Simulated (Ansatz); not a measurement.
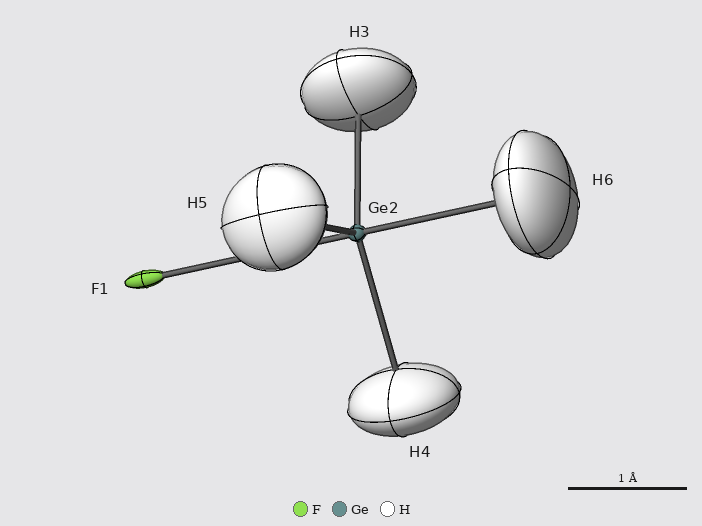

Displacement ellipsoids at the 50 % level, enlarged 2 times, from the internal vibrations of the free molecule (harmonic, no overall translation or rotation; no half-axis is drawn under 0.075 Å). Charge −1, singlet. Vibrations computed with RKS PBE0-D4/def2-TZVP (Ansatz 0.2.0). Temperature: 400 K.

Question: Which atom moves most?

Answer: H6, with U_eq = 0.0247 Å².

Question: Does H3 move more along its bond or across it?

Answer: Across it: the root-mean-square amplitude is 0.091 Å along the bond and up to 0.160 Å across, since bending and torsion are softer than stretching.

List U_eq and the three principal root-mean-square amplitudes for each kind of atom.

```
      atom  U_eq (Å²)   rms amplitudes (Å)
        F1     0.0013  0.014, 0.014, 0.059
       Ge2    0.00011  0.006, 0.006, 0.016
H3, H4, H5     0.0183  0.091, 0.146, 0.160
        H6     0.0247  0.103, 0.178, 0.178
```
